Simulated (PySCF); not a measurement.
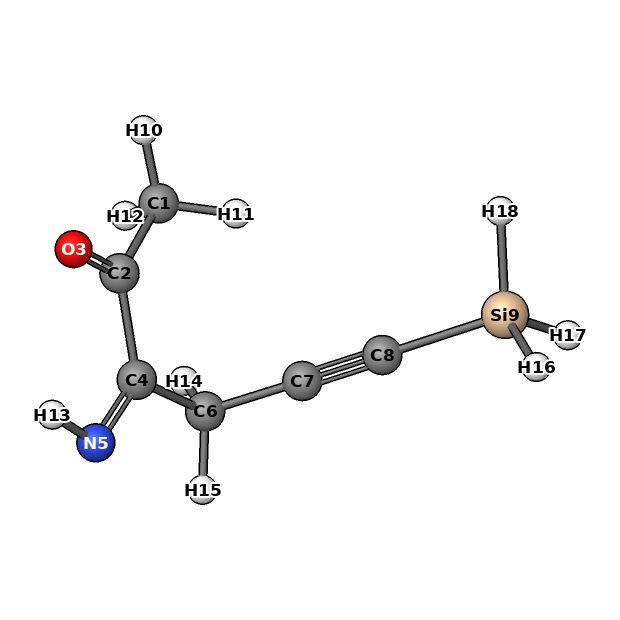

The questions are on Mulliken charges. The computed structure is the end point of a GFN2-xTB optimisation. No frequency run is at hand to confirm it as a minimum. Properties computed with PBE0/pcSseg-1, gas phase (PySCF 2.14.0).

### Which atom carries the highest charge (most positive or least negative)?

Si9 (0.51 e).

### And the lowest?

C8 (−0.50 e).

Give the Mulliken charges atom by atom.

```tsv
atom	value (e)
C1	−0.26
C2	0.22
O3	−0.35
C4	−0.10
N5	−0.26
C6	−0.06
C7	0.06
C8	−0.50
Si9	0.51
H10	0.15
H11	0.17
H12	0.14
H13	0.18
H14	0.17
H15	0.18
H16	−0.08
H17	−0.08
H18	−0.09
```

Mulliken values depend strongly on the basis set and can even reverse the polarity of a bond. The geometry is semi-empirical. Around Si such bond lengths and angles can be off by a tenth of an ångström or more and by several degrees, and values that hang on the shape move with them.
